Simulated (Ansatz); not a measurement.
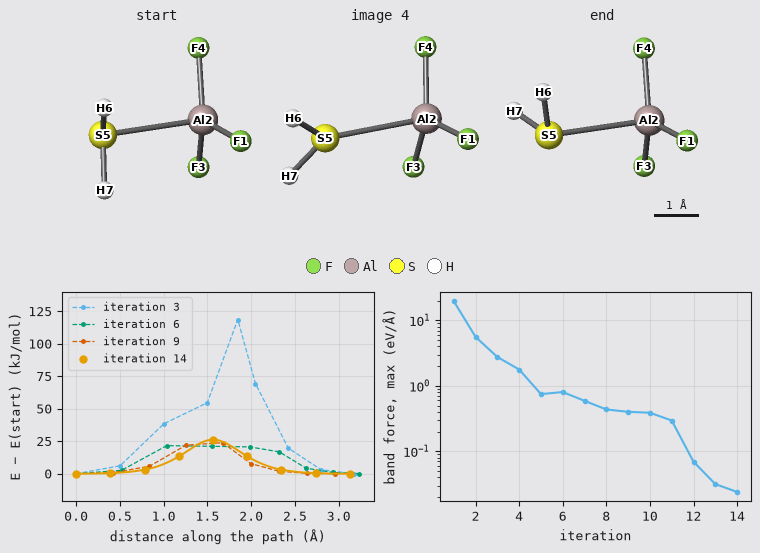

A nudged-elastic-band calculation for AlH$_{2}$SF$_{3}$. Images are numbered from 0 (start) to 8 (end). The plot follows the band through its iterations. A ball-and-stick model, seen from a free direction.

Theory: Ansatz 0.2.0, RKS PBE0/6-31G. Set-up: 7 movable images; climbing image; force threshold 0.03 eV/Å; iteration limit 38; starting path through a guess of the saddle point.

> How did the profile develop, and is the result final?

The result is final at these settings. The band converged in 14 iterations. The largest component of the band force went from 20 to 0.024 eV/Å. The climbing image converged on the top of the path. Its vibrational analysis gives one imaginary mode (397i cm⁻¹), as a transition state must have. The first iteration put the highest image at 356.2 kJ/mol. The two ends have the same energy, and the highest point, image 4, lies 26.3 kJ/mol above the start.

Limits of the set-up: the basis has no polarisation functions, which atoms past neon need.
